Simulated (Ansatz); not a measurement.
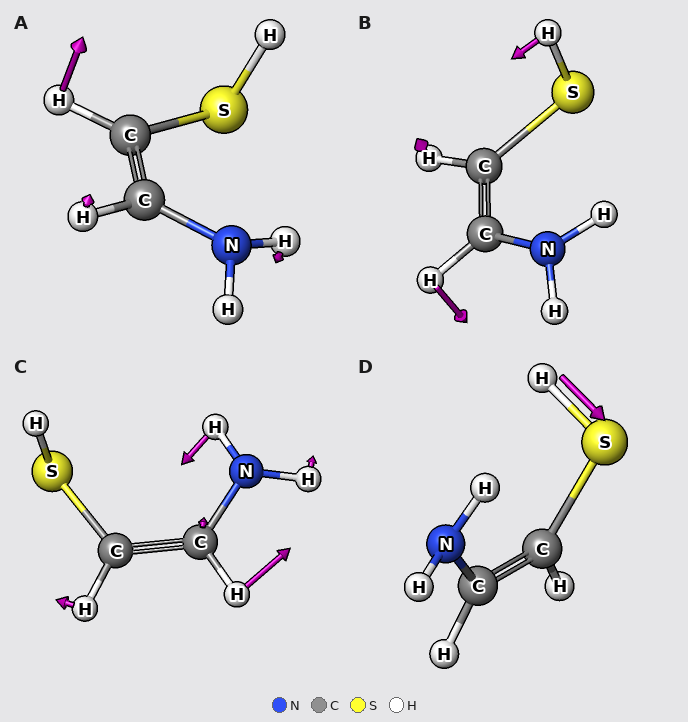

4 normal modes of one molecule or complex, as arrows. Harmonic vibrations computed with RKS PBE0-D4/def2-TZVP (Ansatz 0.2.0) at a stationary point of the same level.

Match the panels to the wavenumbers 721 cm⁻¹, 978 cm⁻¹, 1319 cm⁻¹, 2646 cm⁻¹.

Answer. A: 721 cm⁻¹, a torsion or out-of-plane motion in which bond lengths and bond angles hardly change
B: 978 cm⁻¹
C: 1319 cm⁻¹
D: 2646 cm⁻¹, S–H stretching
